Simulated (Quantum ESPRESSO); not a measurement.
# Collinear magnetic orders of MnCuAs with Quantum ESPRESSO, part 2 of 2

Wanted: the moments of MnCuAs and the energy of each order that was tried.

Quantum ESPRESSO 7.5; LDA; plane waves with GBRV 1.5 LDA potentials, no spin-orbit coupling.

So far, absolute magnetization (μB): step 2 (run 1 (ferro ++)) 7.16.

## (3) Start 2: antiferro +−

Input file pw.in:

```
&CONTROL
  calculation = 'scf'
  prefix = 'pwscf'
  outdir = './tmp'
  pseudo_dir = './pseudo'
  disk_io = 'nowf'
/
&SYSTEM
  ibrav = 0
  celldm(1) = 8
  nat = 6
  ntyp = 4
  ecutwfc = 40
  ecutrho = 280
  nbnd = 50
  occupations = 'smearing'
  smearing = 'fd'
  degauss = 0.00734986
  nspin = 2
  starting_magnetization(1) = 0.2333
  starting_magnetization(2) = -0.2333
  starting_magnetization(3) = 0
  starting_magnetization(4) = 0
/
&ELECTRONS
  conv_thr = 1.2d-08
  electron_maxstep = 150
  mixing_beta = 0.3
/
ATOMIC_SPECIES
Mn1    54.9380 mn_lda_v1.5.uspp.F.UPF
Mn2    54.9380 mn_lda_v1.5.uspp.F.UPF
Cu     63.5460 cu_lda_v1.2.uspp.F.UPF
As     74.9216 as_lda_v1.uspp.F.UPF
CELL_PARAMETERS alat
   0.8738780988147    0.0000000000000    0.0000000000000
   0.0000000000000    0.8738780988147    0.0000000000000
   0.0000000000000    0.0000000000000    1.5137703088783
ATOMIC_POSITIONS crystal
Mn1     0.0000000000    0.5000000000    0.1640200000
Mn2     0.5000000000    0.0000000000    0.8359800000
Cu      0.0000000000    0.0000000000    0.5000000000
Cu      0.5000000000    0.5000000000    0.5000000000
As      0.0000000000    0.5000000000    0.7762460000
As      0.5000000000    0.0000000000    0.2237540000
K_POINTS automatic
8 8 4 0 0 0
```

The run is started by

```bash
OMP_NUM_THREADS=1 mpirun -n 4 pw.x -nk 4 -in pw.in > pw.out
```

The log of the run:

```text
[banner, memory and clock lines left out]
Program PWSCF v.7.5 starts

     Message from routine setup:
     using ibrav=0 with symmetry is DISCOURAGED, use correct ibrav instead

     bravais-lattice index     =            0
     lattice parameter (alat)  =       8.0000  a.u.
     unit-cell volume          =     591.8773 (a.u.)^3
     number of atoms/cell      =            6
     number of atomic types    =            4
     number of electrons       =        78.00
     number of Kohn-Sham states=           50
     kinetic-energy cutoff     =      40.0000  Ry
     charge density cutoff     =     280.0000  Ry
     scf convergence threshold =      1.2E-08
     mixing beta               =       0.3000
     number of iterations used =            8  plain     mixing
     Exchange-correlation= SLA  PZ   NOGX NOGC
                           (   1   1   0   0   0   0   0)

     celldm(1)=   8.000000  celldm(2)=   0.000000  celldm(3)=   0.000000
     celldm(4)=   0.000000  celldm(5)=   0.000000  celldm(6)=   0.000000

     crystal axes: (cart. coord. in units of alat)
               a(1) = (   0.873878   0.000000   0.000000 )
               a(2) = (   0.000000   0.873878   0.000000 )
               a(3) = (   0.000000   0.000000   1.513770 )

     reciprocal axes: (cart. coord. in units 2 pi/alat)
               b(1) = (  1.144324  0.000000  0.000000 )
               b(2) = (  0.000000  1.144324  0.000000 )
               b(3) = (  0.000000  0.000000  0.660602 )

     PseudoPot. # 1 for Mn read from file:
     mn_lda_v1.5.uspp.F.UPF
     Pseudo is Ultrasoft + core correction, Zval = 15.0

     PseudoPot. # 2 for Mn read from file:
     mn_lda_v1.5.uspp.F.UPF
     Pseudo is Ultrasoft + core correction, Zval = 15.0

     PseudoPot. # 3 for Cu read from file:
     cu_lda_v1.2.uspp.F.UPF
     Pseudo is Ultrasoft + core correction, Zval = 19.0

     PseudoPot. # 4 for As read from file:
     as_lda_v1.uspp.F.UPF
     Pseudo is Ultrasoft + core correction, Zval =  5.0

     atomic species   valence    mass     pseudopotential
     Mn1              15.00    54.93800     Mn( 1.00)
     Mn2              15.00    54.93800     Mn( 1.00)
     Cu               19.00    63.54600     Cu( 1.00)
     As                5.00    74.92160     As( 1.00)

     Starting magnetic structure
     atomic species   magnetization
     Mn1             0.233
     Mn2            -0.233
     Cu              0.000
     As              0.000

      8 Sym. Ops. (no inversion) found ( 4 have fractional translation)

   Cartesian axes

     site n.     atom                  positions (alat units)
         1        Mn1    tau(   1) = (   0.0000000   0.4369390   0.2482886  )
         2        Mn2    tau(   2) = (   0.4369390   0.0000000   1.2654817  )
         3        Cu     tau(   3) = (   0.0000000   0.0000000   0.7568852  )
         4        Cu     tau(   4) = (   0.4369390   0.4369390   0.7568852  )
         5        As     tau(   5) = (   0.0000000   0.4369390   1.1750581  )
         6        As     tau(   6) = (   0.4369390   0.0000000   0.3387122  )

     number of k points=    45  Fermi-Dirac smearing, width (Ry)=  0.0073
                       cart. coord. in units 2pi/alat
        k(    1) = (   0.0000000   0.0000000   0.0000000), wk =   0.0039062
        k(    2) = (   0.0000000   0.0000000   0.1651506), wk =   0.0078125
        k(    3) = (   0.0000000   0.0000000  -0.3303011), wk =   0.0039062
        k(    4) = (   0.0000000   0.1430405   0.0000000), wk =   0.0156250
        k(    5) = (   0.0000000   0.1430405   0.1651506), wk =   0.0312500
        [... 40 further k-points ...]

     Dense  grid:    47069 G-vectors     FFT dimensions: (  40,  40,  72)

     Smooth grid:    20229 G-vectors     FFT dimensions: (  30,  30,  50)

     Check: negative core charge=   -0.000023
     Generating pointlists ...
     new r_m :   0.2421 (alat units)  1.9371 (a.u.) for type    1
     new r_m :   0.2421 (alat units)  1.9371 (a.u.) for type    2
     new r_m :   0.2495 (alat units)  1.9958 (a.u.) for type    3
     new r_m :   0.2421 (alat units)  1.9371 (a.u.) for type    4

     Initial potential from superposition of free atoms

     starting charge      74.9994, renormalised to      78.0000
     Starting wfcs are   60 randomized atomic wfcs

     Self-consistent Calculation

     iteration #  1     ecut=    40.00 Ry     beta= 0.30
     Davidson diagonalization with overlap
     ethr =  1.00E-02,  avg # of iterations =  3.2

     total energy              =   -1303.80862281 Ry
     estimated scf accuracy    <      15.41258504 Ry

     total magnetization       =    -0.00 Bohr mag/cell
     absolute magnetization    =     3.73 Bohr mag/cell

     iteration #  2     ecut=    40.00 Ry     beta= 0.30
     Davidson diagonalization with overlap
     ethr =  1.00E-02,  avg # of iterations =  3.4

     total energy              =   -1301.76941242 Ry
     estimated scf accuracy    <     105.29662423 Ry

     total magnetization       =     0.00 Bohr mag/cell
     absolute magnetization    =     0.47 Bohr mag/cell

     [... further iterations left out ...]

     iteration # 17     ecut=    40.00 Ry     beta= 0.30
     Davidson diagonalization with overlap
     ethr =  3.46E-10,  avg # of iterations =  1.1

     total energy              =   -1309.05549021 Ry
     estimated scf accuracy    <       0.00000001 Ry

     total magnetization       =     0.00 Bohr mag/cell
     absolute magnetization    =     7.20 Bohr mag/cell

     iteration # 18     ecut=    40.00 Ry     beta= 0.30
     Davidson diagonalization with overlap
     ethr =  1.88E-11,  avg # of iterations =  5.9

     Magnetic moment per site  (integrated on atomic sphere of radius R)
     atom   1 (R=0.242)  charge= 13.1770  magn=  3.2134
     atom   2 (R=0.242)  charge= 13.1770  magn= -3.2133
     atom   3 (R=0.249)  charge= 17.8235  magn= -0.0000
     atom   4 (R=0.249)  charge= 17.8235  magn= -0.0000
     atom   5 (R=0.242)  charge=  2.8190  magn=  0.0017
     atom   6 (R=0.242)  charge=  2.8190  magn= -0.0017

     End of self-consistent calculation

     [... lines left out ...]
     the Fermi energy is    13.3022 ev

!    total energy              =   -1309.05549022 Ry
     estimated scf accuracy    <          8.4E-09 Ry
     smearing contrib. (-TS)   =      -0.00614908 Ry
     internal energy E=F+TS    =   -1309.04934113 Ry

     The total energy is F=E-TS. E is the sum of the following terms:
     one-electron contribution =    -976.04150841 Ry
     hartree contribution      =     524.94872325 Ry
     xc contribution           =    -191.51546964 Ry
     ewald contribution        =    -666.44108633 Ry

     total magnetization       =     0.00 Bohr mag/cell
     absolute magnetization    =     7.20 Bohr mag/cell

     convergence has been achieved in  18 iterations
```

Wall time 51 s (4 MPI ranks of Intel Xeon 6975P-C (Granite Rapids), shared host); peak memory 0.67 GiB.

Spin moment in the atom's sphere by atom:

```
atom  spin moment in the atom's sphere (μB)
 Mn1                                   3.21
 Mn2                                  -3.21
 Cu3                                   0.00
 Cu4                                   0.00
 As5                                   0.00
 As6                                   0.00
```

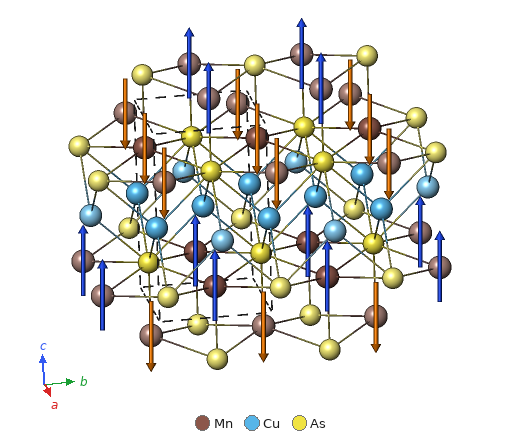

Spin moment in the atom's sphere as arrows, the longest 3.21 μB. Up and down stand for the sign. Arrows give size and sign along the axis of quantisation, drawn up and down the page. The two directions have two colours. 1×2×1 cells are drawn. Some periodic images of atoms are drawn too.

This step gave:

- smearing term TS: 0.08366 eV
- magnetization: 0 μB
- absolute magnetization: 7.204 μB
- final state: antiferromagnetic

## (4) Run 3, typed as no spin polarisation

Changes to pw.in since step 3:

```diff
@@ -11,3 +11,3 @@
   nat = 6
-  ntyp = 4
+  ntyp = 3
   ecutwfc = 40
@@ -18,7 +18,2 @@
   degauss = 0.00734986
-  nspin = 2
-  starting_magnetization(1) = 0.2333
-  starting_magnetization(2) = -0.2333
-  starting_magnetization(3) = 0
-  starting_magnetization(4) = 0
 /
@@ -30,4 +25,3 @@
 ATOMIC_SPECIES
-Mn1    54.9380 mn_lda_v1.5.uspp.F.UPF
-Mn2    54.9380 mn_lda_v1.5.uspp.F.UPF
+Mn     54.9380 mn_lda_v1.5.uspp.F.UPF
 Cu     63.5460 cu_lda_v1.2.uspp.F.UPF
@@ -39,4 +33,4 @@
 ATOMIC_POSITIONS crystal
-Mn1     0.0000000000    0.5000000000    0.1640200000
-Mn2     0.5000000000    0.0000000000    0.8359800000
+Mn      0.0000000000    0.5000000000    0.1640200000
+Mn      0.5000000000    0.0000000000    0.8359800000
 Cu      0.0000000000    0.0000000000    0.5000000000
```

The log of the run:

```text
     [... lines left out ...]
Program PWSCF v.7.5 starts
     [... lines left out ...]
     number of atoms/cell      =            6
     [... lines left out ...]
     number of electrons       =        78.00
     number of Kohn-Sham states=           50
     kinetic-energy cutoff     =      40.0000  Ry
     charge density cutoff     =     280.0000  Ry
     scf convergence threshold =      1.2E-08
     [... lines left out ...]
     16 Sym. Ops., with inversion, found ( 8 have fractional translation)
     [... lines left out ...]
     number of k points=    45  Fermi-Dirac smearing, width (Ry)=  0.0073
     [... lines left out ...]
     iteration # 15     ecut=    40.00 Ry     beta= 0.30
     [... lines left out ...]
     the Fermi energy is    12.8402 ev
!    total energy              =   -1308.93686633 Ry
     estimated scf accuracy    <          7.1E-09 Ry
     smearing contrib. (-TS)   =      -0.02791277 Ry
     [... lines left out ...]
     convergence has been achieved in  15 iterations
```

Elapsed: 23 s, on 4 MPI ranks; peak memory 0.53 GiB.

Numbers from this step:

* smearing term TS: 0.3798 eV
* final state: non-magnetic (no spin polarisation)

## (5) Energies of the orders

An order is kept where moments of 0.15 μB or more survive with the typed signs; meshes match where a doubled cell samples the same k points as the first cell.

Orders:

```
               start        final state  typed order kept  energy over the lowest (meV a seeded atom)  largest site moment (μB)  net moment (μB a cell of the first run)  mesh matched  CPU time (s)
            ferro ++      ferromagnetic               yes                                       134.1                     3.202                                    6.817           yes         183.9
        antiferro +-  antiferromagnetic               yes                                           0                     3.213                                        0           yes         201.6
no spin polarisation       non-magnetic                 -                                         807                         0                                        0           yes          91.6
```

## (6) What came out

| Quantity | Value |
| --- | --- |
| lowest state found | antiferromagnetic (from antiferro +-) |
| largest site moment | 3.21 μB |
| next state with moments | ferromagnetic, 134 meV a seeded atom higher |
| state without moments | 807 meV a seeded atom higher |

What this shows: Forming the moments gains more than four times the spread of the orders, as local moments do. This is the lowest of 3 collinear or spinless starts, no proof of the ground state. Energies are free energies at an electronic temperature of 1160 K, which lowers moments and differences where the moments are itinerant.

[Logs and program files are shortened in this print: banners, set-up blocks, solver, clock and traceback lines can be left out without a mark of their own.]

[Logs are printed without paths, hosts, clocks, repeated set-up lines and the standing remarks that a program may print on its own settings, such as how far it seeks lower states.]

[Hosts, paths, dates, database ids (printed as entryN), source tags and the programs' standing remarks are cut or masked in the printed files.]

[Where a cell is said to come from a database of computed structures, the database is the Materials Project.]
